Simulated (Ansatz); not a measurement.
# C2H5AlO (SMILES C=[CH][AlH][OH]): what the fields show

```
atom    x (Å)    y (Å)    z (Å)
   C  -1.4809   0.6060   0.9813
   C  -1.5389   0.0887   2.2222
  Al   0.2158   0.9826   0.1203
   O   1.5957   0.6058   1.0564
   H  -2.4417   0.8033   0.4834
   H  -2.4876  -0.1324   2.7293
   H  -0.6315  -0.1399   2.7944
   H   0.3754   1.5917  -1.3335
   H   2.5121   0.7253   0.7933
```

Geometry: B3LYP-D3(BJ)/def2-SVP.

Computed with isolated molecule in a Gaussian basis; Kohn-Sham density functional theory, functional PBE0 (Ansatz 0.2.0).

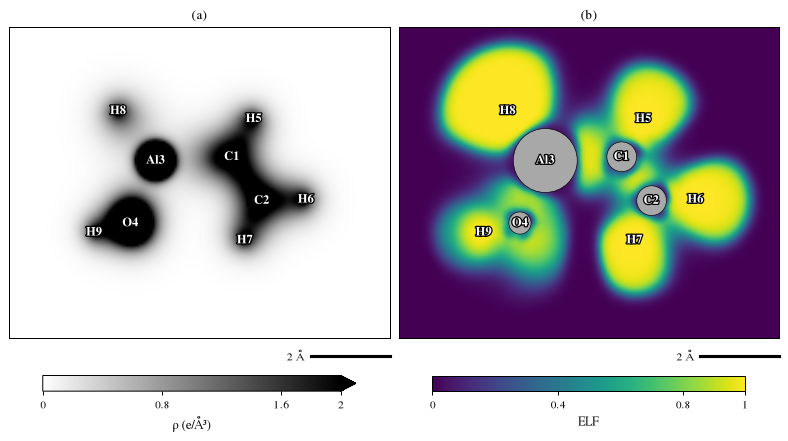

Figure 1. (a) total electron density; (b) ELF on the molecular plane. Grey discs cover the atomic cores in the ELF map.

Interpret the plot.

Answer.
- Atoms in the plane: C, Al, O and H.
- C–C (1.35 Å): the density is about 2.3 e/Å³ at the midpoint; the ELF peaks at about 0.95 between the atoms (a covalent bond).
- Al–O (1.71 Å): ρ is about 0.88 e/Å³ halfway; the ELF peaks at about 0.85 in the valence shell of O, 0.6 Å from its nucleus, and is about 0.50 at the midpoint.
- C–Al (1.94 Å): ρ at the midpoint is about 0.75 e/Å³; the ELF peaks at about 0.95 between the atoms; a shared but strongly polarised pair.
- O–H (0.96 Å): ρ is about 3.7 e/Å³ halfway; the ELF climbs to about 1 towards the hydrogen, as it does in any bond to H (an ordinary covalent bond to hydrogen).
- C–H (1.10 Å): ρ at the midpoint is about 2 e/Å³; the ELF climbs to about 1 towards the hydrogen: an ordinary covalent bond to hydrogen.
- The ELF also peaks beside O4, away from the bonds: lone-pair regions.

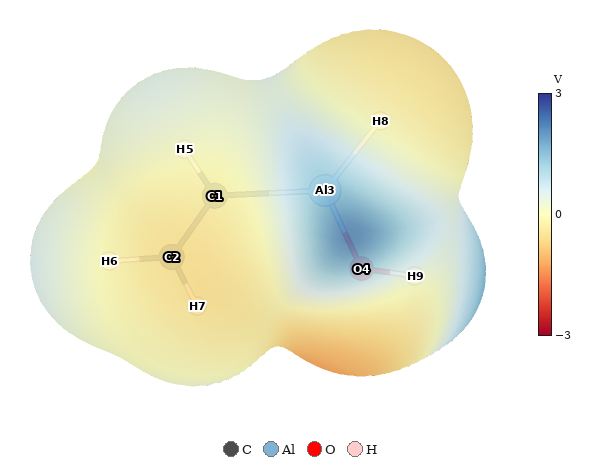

Figure 2. The electrostatic potential painted on the density surface at 0.001 e/bohr³, seen at a tilt; the colour scale runs from red (negative) to blue (positive).

Which sites attract a positive test charge, and which a negative one?

Answer. A positive charge is drawn to the negative regions and a negative charge to the positive ones. The most negative region (about −1.2 V) lies over O4, the most positive (about +2.1 V) over Al3. O4 is the likeliest acceptor of a hydrogen bond.

What dipole moment does the calculation give?

Answer. Its dipole moment is 0.42 D.

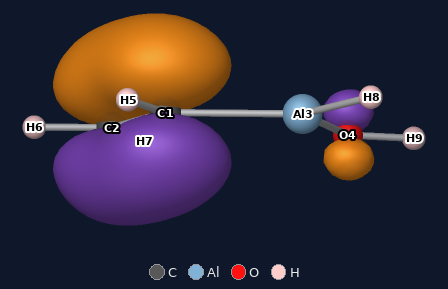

Figure 3. One frontier orbital at ±0.15 Å⁻³ᐟ² (orange and purple are the two phases), seen from one side.

Which orbital is it: HOMO or LUMO?

Answer. The HOMO, at −7.93 eV. By Hirshfeld shares it lies mainly on C1 (about 40 %) and C2 (about 40 %); it changes sign across the molecular plane (π type); π-bonding across C1–C2.
